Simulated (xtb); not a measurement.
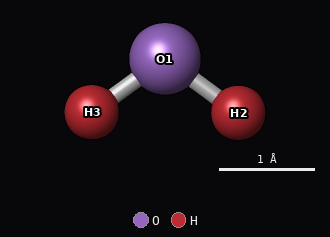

**Figure 1.** The structure (ball-and-stick view, seen on its broad side; atoms are numbered from 1 in the order of the input). Bond lengths as drawn: H–O 0.96 Å.

**Run report: H$_{2}$O, frequency calculation**

H$_{2}$O, computed with GFN2-xTB (xtb 6.7.1 later snapshot).

The geometry was optimised with GFN2-xTB.

**Input file (mol.coord)**
```
$coord
     -0.557582590332      0.368798950482     -0.258986965380  o
      0.882653278290      1.058227732529      0.598948695200  h
     -0.325070687958     -1.427026683011     -0.339961729820  h
$end
```

**File detailed.inp**
```
$chrg 0
$spin 0
$symmetry
   desy=0.05
$end
```

Hardware: 1 thread of Arm Neoverse V2, 24 GiB of memory available, shared host.

Launched with:
```bash
xtb mol.coord --input detailed.inp --gfn 2 --hess --parallel 1 > mol.out
```

**Output**
```
* xtb version 6.7.1
   ID    Z sym.   atoms
    1    8 o      1
    2    1 h      2, 3

           -------------------------------------------------
          |                Calculation Setup                |
           -------------------------------------------------

          program call               : xtb mol.coord --input detailed.inp --gfn 2 --hess --parallel 1
          coordinate file            : mol.coord
          omp threads                :                     1

           -------------------------------------------------
          |                 G F N 2 - x T B                 |
           -------------------------------------------------

      * Hamiltonian:
        H0-scaling (s, p, d)           1.850000    2.230000    2.230000
        zeta-weighting                 0.500000
      * Dispersion:
        s8                             2.700000
        a1                             0.520000
        a2                             5.000000
        s9                             5.000000
      * Repulsion:
        kExp                           1.500000    1.000000
        rExp                           1.000000
      * Coulomb:
        alpha                          2.000000
        third order                    shell-resolved
        anisotropic                    true
        a3                             3.000000
        a5                             4.000000
        cn-shift                       1.200000
        cn-exp                         4.000000
        max-rad                        5.000000

          ...................................................
          :                      SETUP                      :
          :.................................................:
          :  # basis functions                   6          :
          :  # atomic orbitals                   6          :
          :  # shells                            4          :
          :  # electrons                         8          :
          :  max. iterations                   250          :
          :  Hamiltonian                  GFN2-xTB          :
          :  restarted?                      false          :
          :  GBSA solvation                  false          :
          :  PC potential                    false          :
          :  electronic temp.          300.0000000     K    :
          :  accuracy                    1.0000000          :
          :  -> integral cutoff          0.2500000E+02      :
          :  -> integral neglect         0.1000000E-07      :
          :  -> SCF convergence          0.1000000E-05 Eh   :
          :  -> wf. convergence          0.1000000E-03 e    :
          :  Broyden damping             0.4000000          :
          :  net charge                          0          :
          :  unpaired electrons                  0          :
          ...................................................

 iter      E             dE          RMSdq      gap      omega  full diag
   1     -5.1034026 -0.510340E+01  0.425E+00   14.76       0.0  T
   2     -5.1046223 -0.121970E-02  0.246E+00   14.49       1.0  T
   3     -5.1048512 -0.228980E-03  0.375E-01   14.27       1.0  T
   4     -5.1049115 -0.602799E-04  0.866E-02   14.42       1.0  T
   5     -5.1049147 -0.315356E-05  0.519E-02   14.37       1.1  T
   6     -5.1049162 -0.151957E-05  0.109E-03   14.39      52.8  T
   7     -5.1049162 -0.325200E-09  0.838E-04   14.39      68.9  T
   8     -5.1049162 -0.411987E-09  0.194E-05   14.39    2970.0  T

   *** convergence criteria satisfied after 8 iterations ***

         #    Occupation            Energy/Eh            Energy/eV
      -------------------------------------------------------------
         1        2.0000           -0.6800873             -18.5061
         2        2.0000           -0.5683035             -15.4643
         3        2.0000           -0.5108773             -13.9017
         4        2.0000           -0.4463882             -12.1468 (HOMO)
         5                          0.0824547               2.2437 (LUMO)
         6                          0.2514944               6.8435
      -------------------------------------------------------------
                  HL-Gap            0.5288429 Eh           14.3905 eV
             Fermi-level           -0.1819667 Eh           -4.9516 eV

 SCC (total)                   0 d,  0 h,  0 min,  0.001 sec
 SCC setup                      ...        0 min,  0.000 sec (  6.825%)
 Dispersion                     ...        0 min,  0.000 sec (  2.689%)
 classical contributions        ...        0 min,  0.000 sec (  0.408%)
 integral evaluation            ...        0 min,  0.000 sec (  7.690%)
 iterations                     ...        0 min,  0.001 sec ( 65.369%)
 molecular gradient             ...        0 min,  0.000 sec (  8.668%)
 printout                       ...        0 min,  0.000 sec (  7.511%)

         :::::::::::::::::::::::::::::::::::::::::::::::::::::
         ::                     SUMMARY                     ::
         :::::::::::::::::::::::::::::::::::::::::::::::::::::
         :: total energy              -5.070544447021 Eh    ::
         :: gradient norm              0.000019785232 Eh/a0 ::
         :: HOMO-LUMO gap             14.390546881392 eV    ::
         ::.................................................::
         :: SCC energy                -5.104916196625 Eh    ::
         :: -> isotropic ES            0.031458885067 Eh    ::
         :: -> anisotropic ES          0.000395999471 Eh    ::
         :: -> anisotropic XC         -0.000881550173 Eh    ::
         :: -> dispersion             -0.000141084668 Eh    ::
         :: repulsion energy           0.034371749604 Eh    ::
         :: add. restraining           0.000000000000 Eh    ::
         :: total charge              -0.000000000000 e     ::
         :::::::::::::::::::::::::::::::::::::::::::::::::::::

           -------------------------------------------------
          |                Numerical Hessian                |
           -------------------------------------------------
step length          :   0.00500
SCC accuracy         :   0.30000
Hessian scale factor :   1.00000
frozen atoms in %    :   0.00000    0
RMS gradient         :   0.00002
estimated CPU  time      0.00 min

writing file <hessian>, containing the non-mass-weighted Hessian matrix in atomic units (Eₕ/Bohr²).

 projected vibrational frequencies (cm⁻¹)
eigval :       -0.00    -0.00     0.00     0.00     0.00     0.00
eigval :     1539.57  3643.19  3651.38
           -------------------------------------------------
          |                Property Printout                |
           -------------------------------------------------

    * Orbital Energies and Occupations

         #    Occupation            Energy/Eh            Energy/eV
      -------------------------------------------------------------
         1        2.0000           -0.6800874             -18.5061
         2        2.0000           -0.5683036             -15.4643
         3        2.0000           -0.5108775             -13.9017
         4        2.0000           -0.4463885             -12.1468 (HOMO)
         5                          0.0824546               2.2437 (LUMO)
         6                          0.2514942               6.8435
      -------------------------------------------------------------
                  HL-Gap            0.5288431 Eh           14.3906 eV
             Fermi-level           -0.1819669 Eh           -4.9516 eV

     #   Z          covCN         q      C6AA      α(0)
     1   8          1.611    -0.565    24.357     6.661
     2   1          0.805     0.282     0.776     1.384
     3   1          0.805     0.282     0.776     1.384

 Mol. C6AA /au·bohr⁶  :         44.535238
 Mol. C8AA /au·bohr⁸  :        795.736158
 Mol. α(0) /au        :          9.429120

Wiberg/Mayer (AO) data.
Molecule has the following symmetry elements: (C2) 2*(sigma)
It seems to be the C2v point group
largest (>0.10) Wiberg bond orders for each atom

 ---------------------------------------------------------------------------
     #   Z sym  total        # sym  WBO       # sym  WBO       # sym  WBO
 ---------------------------------------------------------------------------
     1   8      1.840 --     2      0.920     3      0.920
     2   1      0.920 --     1      0.920
     3   1      0.920 --     1      0.920
 ---------------------------------------------------------------------------

Topologies differ in total number of bonds
Writing topology from bond orders to xtbtopo.mol

molecular dipole:
                 x           y           z       tot (Debye)
 q only:        0.472      -0.312       0.219
   full:        0.678      -0.449       0.315       2.217
molecular quadrupole (traceless):
                xx          xy          yy          xz          yz          zz
 q only:       -0.381       0.766       0.729       0.148       0.555      -0.348
  q+dip:       -0.540       1.059       0.950       0.139       0.748      -0.410
   full:       -0.530       1.097       1.110       0.289       0.816      -0.580

           -------------------------------------------------
          |               Frequency Printout                |
           -------------------------------------------------
 projected vibrational frequencies (cm⁻¹)
eigval :       -0.00    -0.00     0.00     0.00     0.00     0.00
eigval :     1539.57  3643.19  3651.38
 reduced masses (amu)
    1:      1.10    2:      1.07    3:     15.16    4:      6.72    5:      3.44    6:      1.02
    7:      1.09    8:      1.04    9:      1.08
 IR intensities (km·mol⁻¹)
    1:    204.89    2:     54.28    3:     38.42    4:      2.45    5:     35.86    6:    139.09
    7:    133.19    8:      6.77    9:     16.62
 Raman intensities (Ä⁴*amu⁻¹)
    1:      0.00    2:      0.00    3:      0.00    4:      0.00    5:      0.00    6:      0.00
    7:      0.00    8:      0.00    9:      0.00
 output can be read by thermo (or use thermo option).
 writing <g98.out> molden fake output.
 recommended (thermochemical) frequency scaling factor: 1.0
           -------------------------------------------------
          |             Thermodynamic Functions             |
           -------------------------------------------------

c2v symmetry found (for desy threshold:  0.50E-01) used in thermo

          ...................................................
          :                      SETUP                      :
          :.................................................:
          :  # frequencies                           3      :
          :  # imaginary freq.                       0      :
          :  linear?                             false      :
          :  only rotor calc.                    false      :
          :  symmetry                              c2v      :
          :  rotational number                       2      :
          :  scaling factor                  1.0000000      :
          :  rotor cutoff                   50.0000000 cm⁻¹ :
          :  imag. cutoff                  -20.0000000 cm⁻¹ :
          :.................................................:

    mode    ω/cm⁻¹     T·S(HO)/kcal·mol⁻¹    T·S(FR)/kcal·mol⁻¹   T·S(vib)
   ------------------------------------------------------------------------
   ------------------------------------------------------------------------

   temp. (K)  partition function   enthalpy   heat capacity  entropy
                                   cal/mol     cal/K/mol   cal/K/mol   J/K/mol
 298.15  VIB   1.00                    2.615      0.065      0.010
         ROT   42.6                  888.727      2.981     10.435
         INT   42.6                  891.342      3.046     10.445
         TR   0.234E+25             1481.212      4.968     34.609
         TOT                        2372.5543     8.0140    45.0536   188.5043

       T/K    H(0)-H(T)+PV         H(T)/Eh          T*S/Eh         G(T)/Eh
   ------------------------------------------------------------------------
    298.15    0.378091E-02    0.239065E-01    0.214064E-01    0.250011E-02
   ------------------------------------------------------------------------

         :::::::::::::::::::::::::::::::::::::::::::::::::::::
         ::                  THERMODYNAMIC                  ::
         :::::::::::::::::::::::::::::::::::::::::::::::::::::
         :: total free energy          -5.068044332579 Eh   ::
         ::.................................................::
         :: total energy               -5.070544447021 Eh   ::
         :: zero point energy           0.020125637150 Eh   ::
         :: G(RRHO) w/o ZPVE           -0.017625522708 Eh   ::
         :: G(RRHO) contrib.            0.002500114442 Eh   ::
         :::::::::::::::::::::::::::::::::::::::::::::::::::::

           -------------------------------------------------
          | TOTAL ENERGY               -5.070544447021 Eh   |
          | TOTAL ENTHALPY             -5.046637903900 Eh   |
          | TOTAL FREE ENERGY          -5.068044332579 Eh   |
          | GRADIENT NORM               0.000019687969 Eh/α |
          | HOMO-LUMO GAP              14.390553669825 eV   |
           -------------------------------------------------

------------------------------------------------------------------------
------------------------------------------------------------------------
 total:
 *  cpu-time:     0 d,  0 h,  0 min,  0.011 sec
 * ratio c/w:     1.000 speedup
 SCF:
 *  cpu-time:     0 d,  0 h,  0 min,  0.001 sec
 * ratio c/w:     1.000 speedup
 analytical hessian:
 *  cpu-time:     0 d,  0 h,  0 min,  0.004 sec
 * ratio c/w:     1.000 speedup
```

**File vibspectrum**
```
$vibrational spectrum
#  mode     symmetry     wave number   IR intensity    selection rules
#                         cm**(-1)      (km*mol⁻¹)        IR
     1                      -0.00         0.00000          -
     2                      -0.00         0.00000          -
     3                       0.00         0.00000          -
     4                       0.00         0.00000          -
     5                       0.00         0.00000          -
     6                       0.00         0.00000          -
     7        a           1539.57       133.19356         YES
     8        a           3643.19         6.76730         YES
     9        a           3651.38        16.62170         YES
$end
```

**Standard error**
```
normal termination of xtb
```

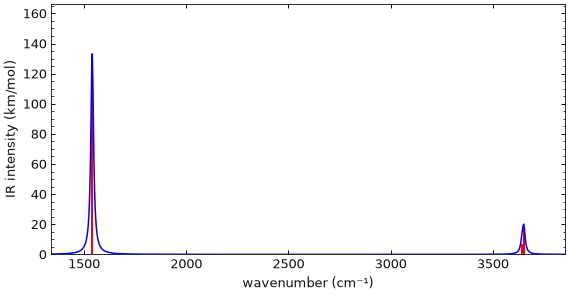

**Figure 2.** Harmonic infrared spectrum, unscaled: sticks (degenerate modes added up, dark ones marked on the axis) with a Lorentzian envelope of 16 cm⁻¹ full width, scaled to the tallest stick. 3 modes from 1540 to 3651 cm⁻¹, none imaginary. The strongest line is at 1540 cm⁻¹ (133 km/mol). All modes, in cm⁻¹ (km/mol): 1540 (133), 3643 (6.8), 3651 (16.6).

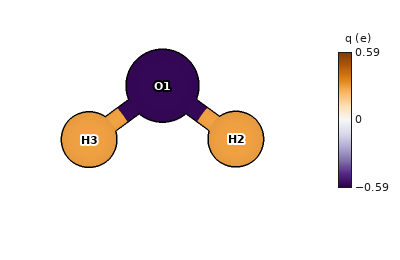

**Figure 3.** Mulliken charges, as the colour of each atom (ball-and-stick view, seen on its broad side; atoms are numbered from 1 in the order of the input). By element: O −0.56 and H +0.28 e.

**Key numbers**

```json
{"quantity": "outcome", "value": "converged"}
{"quantity": "electrons treated", "value": "8"}
{"quantity": "total energy", "value": "−5.070544 hartree"}
{"quantity": "dispersion energy", "value": "−0.000141 hartree"}
{"quantity": "basis functions", "value": "6"}
{"quantity": "HOMO", "value": "−12.15 eV"}
{"quantity": "LUMO", "value": "2.24 eV"}
{"quantity": "zero-point energy", "value": "0.020126 hartree"}
{"quantity": "dipole moment", "value": "2.22 D"}
{"quantity": "wavenumbers, lowest and highest", "value": "1540 and 3651 cm⁻¹"}
{"quantity": "peak memory", "value": "0.071 GiB"}
```

Settings chosen away from the usual ones: method = gfn2-xtb; task = frequencies; x = {"symmetry_threshold": 0.05}; geo = {"prev": "A"}.
